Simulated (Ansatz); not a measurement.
C$_{3}$H$_{2}$Al (charge +1)

The calculation's input:

```
crystal:
  periodic: [false, false, false]
  atoms:
    - {symbol: C, position_ang: [0.005318, 2.279009, 2.111902]}
    - {symbol: C, position_ang: [0.731984, 1.621197, 1.315271]}
    - {symbol: C, position_ang: [1.375406, 0.827321, 0.447508]}
    - {symbol: Al, position_ang: [-0.073119, 3.924026, 3.408512]}
    - {symbol: H, position_ang: [1.360941, 1.033812, -0.623296]}
    - {symbol: H, position_ang: [1.925454, -0.050877, 0.787623]}
basis:
  gaussian:
    orbitals: def2-TZVPD
total_charge: 1
output:
  forces: true
  orbitals: {seedname: orbitals}
hamiltonian:
  xc: pbe0
```

Launched as:

```sh
ansatz run input.yaml --threads 1 --pin off --max-ram 2610MiB --events-out events.jsonl --progress --plain --runs-dir runs
```

Geometry: B3LYP/6-31G*.

Computed with Ansatz 0.2.0, isolated molecule in a Gaussian basis; Kohn-Sham density functional theory, functional PBE0.

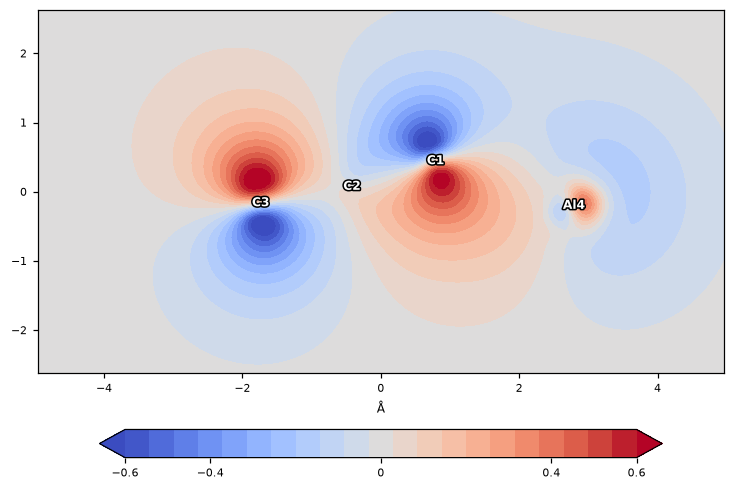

Figure 1. One frontier orbital on the plane of atoms C2, C1 and Al4 (values in Å⁻³ᐟ²; the overall sign is arbitrary).

Which orbital is it: HOMO or LUMO?

The LUMO, at −9.61 eV. Its weight (Hirshfeld) is mainly on C3 (about 35 %), C1 (about 30 %), Al4 (about 20 %) and C2 (about 10 %).

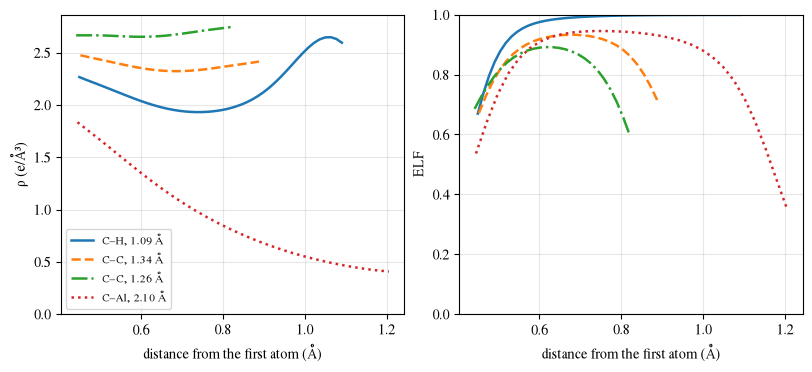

Figure 2. Electron density and electron localisation function along straight lines between neighbouring atoms. The curves leave out the atomic cores.

Compare the contacts.

C–H (1.09 Å): ρ is about 2.1 e/Å³ halfway; the ELF climbs to about 1 towards the hydrogen, as it does in any bond to H: a covalent bond by its length.
C–C (1.34 Å): ρ at the midpoint is about 2.3 e/Å³; the ELF peaks at about 0.95 between the atoms (a short, multiple covalent bond).
C–C (1.26 Å): ρ at the midpoint is about 2.7 e/Å³; the ELF peaks at about 0.90 between the atoms; a multiple bond.
C–Al (2.10 Å): ρ is about 0.5 e/Å³ halfway; the ELF peaks at about 0.95 in the valence shell of C, 0.8 Å from its nucleus, and is about 0.85 at the midpoint.

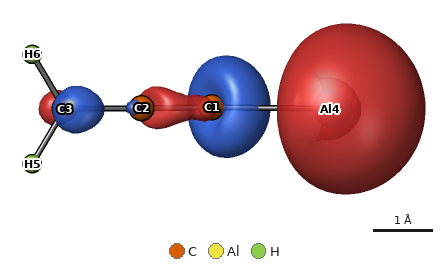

Figure 3. The HOMO at ±0.15 Å⁻³ᐟ² (blue and red are the two phases), seen across its widest extent.

What is the character of this orbital?

It lies mainly on Al4 (about 75 %) and C1 (about 20 %). Its energy is −11.97 eV.
